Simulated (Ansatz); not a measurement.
# C3H4F2 (SMILES F/C=C\CF) at revPBE/6-31G(d) (spherical functions)

Aim: the electronic atomisation energy of C3H4F2 at revPBE/6-31G* (spherical functions), from 4 runs. 

The calculation is run with Ansatz 0.2.0.

47 further runs of the same task are left out: 47 set aside as unsound or not needed.

## (1) The system as given

The species is C3H4F2 (9 atoms), meant as a singlet with charge 0. SMILES: `F/C=C\CF`. The coordinates come from a PBE0-D4/def2-TZVP relaxation. This is one conformer, not always the lowest.

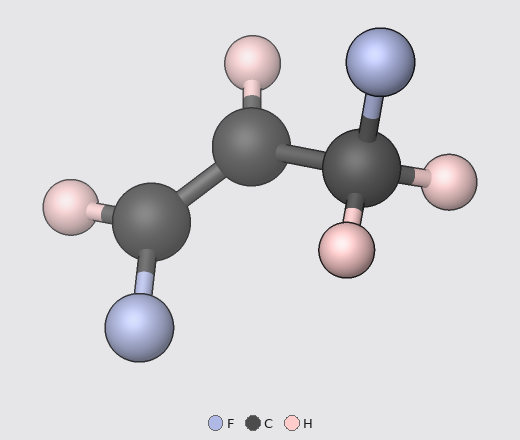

Viewed from a chosen angle; fluorine light blue, carbon dark grey, hydrogen pink.

## (2) The energy at revPBE/6-31G(d) (spherical functions)

Contents of in.yaml:

```yaml
crystal:
  periodic: [false, false, false]
  atoms:
    - {symbol: F, position_ang: [-1.771300, 0.696200, -0.764200]}
    - {symbol: C, position_ang: [-0.756800, -0.083800, -1.148800]}
    - {symbol: C, position_ang: [0.269900, -0.355400, -0.364300]}
    - {symbol: C, position_ang: [0.439500, 0.155200, 1.019400]}
    - {symbol: F, position_ang: [1.656600, 0.811400, 1.133700]}
    - {symbol: H, position_ang: [-0.888900, -0.458700, -2.156900]}
    - {symbol: H, position_ang: [1.042400, -1.001300, -0.765600]}
    - {symbol: H, position_ang: [0.449800, -0.666700, 1.742700]}
    - {symbol: H, position_ang: [-0.352600, 0.856800, 1.286900]}
basis:
  gaussian:
    orbitals: 6-31G_st_-spherical.json
hamiltonian:
  xc: {name: revPBE}
accuracy: high
output:
  orbitals: {seedname: orbitals}
```

The basis set 6-31G* is read from a file made from the Basis Set Exchange's data (not shown).

Started as:

```bash
$ ansatz run in.yaml --threads 1 --pin off --max-ram 3480MiB --events-out events.jsonl --progress --plain --runs-dir runs
```

Log:

```text
Warning: RAYON_NUM_THREADS=1 ignored (pool sized by the plan → 1); use --threads N
Functional definition: revPBE
  name "revPBE"
  parameter kappa = 1.245
  parameter beta = 0.06672455060314922
  exchange = pbe_x(kappa = kappa, mu = beta*pi^2/3)
  correlation = pbe_c(beta = beta)
1845 factors; integrals over basis functions are off by at most 3.1e-9 eV
mean field evaluation 1: about -8601.0959 eV, gradient 4.4e1 eV
mean field evaluation 2: about -8596.2288 eV, gradient 5.9e1 eV
mean field evaluation 4: about -8605.6855 eV, gradient 2.9e0 eV
mean field evaluation 8: about -8605.6904 eV, gradient 8.2e-2 eV
mean field evaluation 16: about -8605.6904 eV, gradient 2.7e-6 eV
mean field -8605.69042696 eV, -316.2532900442 hartree, gradient 3.7e-8 eV, S^2 0.000000; 0 other end points of the search recorded, 0 dependent functions left out
reference -8605.69042937 eV, -316.2532901330 hartree; 20, 20 occupied and 58, 58 virtual orbitals, 1845 factors
Total energy: -8605.69042937 eV, -316.2532901330 hartree
```

It took 5.1 s on 1 thread of Arm Neoverse V2, shared host; peak memory 0.2 GiB.

## (3) The C atom at the same level

Contents of job.yaml:

```yaml
crystal:
  periodic: [false, false, false]
  atoms:
    - {symbol: C, position_ang: [0.000000, 0.000000, 0.000000]}
basis:
  gaussian:
    orbitals: 6-31G_st_-spherical.json
magnetization:
  spin_polarized: true
  initial_magnetization: 2
hamiltonian:
  xc: {name: revPBE}
accuracy: high
```

The basis set 6-31G* is read from a file made from the Basis Set Exchange's data (not shown).

Run the same way, it converges to -37.83147 Eh (log not shown).

## (4) The F atom

Contents of molecule.yaml:

```yaml
crystal:
  periodic: [false, false, false]
  atoms:
    - {symbol: F, position_ang: [0.000000, 0.000000, 0.000000]}
basis:
  gaussian:
    orbitals: 6-31G_st_-spherical.json
magnetization:
  spin_polarized: true
  initial_magnetization: 1
hamiltonian:
  xc: {name: revPBE}
accuracy: high
```

The basis set 6-31G* is read from a file made from the Basis Set Exchange's data (not shown).

Run the same way, it converges to -99.67861 Eh (log not shown).

## (5) The H atom, same level

Contents of job.yaml:

```yaml
basis:
  gaussian:
    orbitals: "6-31G*"
crystal:
  periodic: [false, false, false]
  atoms:
    - symbol: H
      position_ang: [0.000000, 0.000000, 0.000000]
magnetization:
  spin_polarized: true
  initial_magnetization: 1
hamiltonian:
  xc: {name: revPBE}
accuracy: high
```

Started as:

```bash
$ ansatz run job.yaml --threads 1 --pin off --max-ram 3480MiB --events-out events.jsonl --progress --plain --runs-dir runs
```

Log, cut to the lines that bear on the results:

```text
Warning: RAYON_NUM_THREADS=1 ignored (pool sized by the plan → 1); use --threads N
[... 6 set-up lines as earlier in the session ...]
3 factors; integrals over basis functions are off by at most 5.4e-10 eV
mean field evaluation 1: about -13.6592 eV, gradient 1.3e-1 eV
mean field evaluation 2: about -13.6582 eV, gradient 1.5e-1 eV
mean field evaluation 4: about -13.6584 eV, gradient 9.0e-7 eV
mean field evaluation 8: about -13.6584 eV, gradient 5.2e-10 eV
mean field -13.65837642 eV, -0.5019360756 hartree, gradient 3.5e-9 eV, S^2 0.750000; 0 other end points of the search recorded, 0 dependent functions left out
reference -13.65837845 eV, -0.5019361500 hartree; 1, 0 occupied and 1, 2 virtual orbitals, 3 factors
Total energy: -13.65837845 eV, -0.5019361500 hartree
```

Wall time 0.1 s (1 thread of Arm Neoverse V2, shared host).

## (6) Results

At revPBE/6-31G* (spherical functions):

| quantity | value |
| --- | --- |
| molecule: total energy | -316.25329 Eh |
| molecule: HOMO energy | -6.08 eV |
| molecule: LUMO energy | -0.51 eV |
| molecule: HOMO–LUMO gap | 5.58 eV |
| C atom: total energy | -37.83147 Eh |
| C atom: ⟨S²⟩ | 2.002 |
| F atom: total energy | -99.67861 Eh |
| F atom: ⟨S²⟩ | 0.751 |
| H atom: total energy | -0.50194 Eh |
| H atom: ⟨S²⟩ | 0.750 |
| electronic atomisation energy | 37.931 eV |

In words: Taking the molecule apart into free atoms costs 37.93 eV (875 kcal/mol), before zero-point energy and without spin-orbit coupling.
